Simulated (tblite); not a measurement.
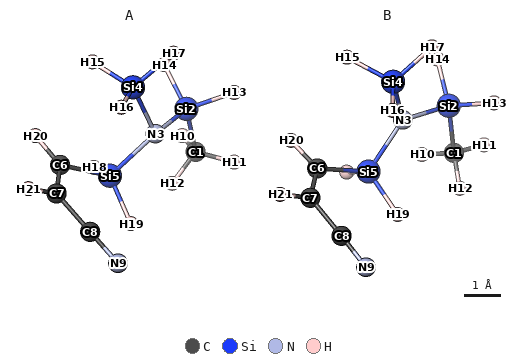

Two geometries of C4H12N2Si3, drawn at one scale. One is the start of a relaxation, the other its converged end. The picture is a ball-and-stick view, seen from a free direction.

These are results of GFN2-xTB geometry optimisation, gas phase in tblite, not measurements. 

Question: Which geometry has the lower energy?

Answer: Structure B is the relaxed one. After 117 geometry steps the energy has fallen by 0.749 eV. The largest move after the best rigid fit is that of H12, 0.85 Å. Largest moves by element: H 0.85 Å, N 0.55 Å, C 0.23 Å, Si 0.17 Å. Near-neighbour distances that change, for instance: N3–Si4 1.802 → 1.749 Å, Si2–H13 1.507 → 1.468 Å, N3–Si5 1.777 → 1.741 Å, C1–H12 1.117 → 1.085 Å. Among the angles between lasting bonds that change: Si4–N3–Si5 111.9° → 120.7°, Si2–N3–Si4 110.9° → 118.6°, Si5–C6–C7 118.1° → 125.7°. Groups turn about C1–Si2 by about 65°. The run took 2.4 s on 1 thread of Arm Neoverse N1, with other jobs on the host.
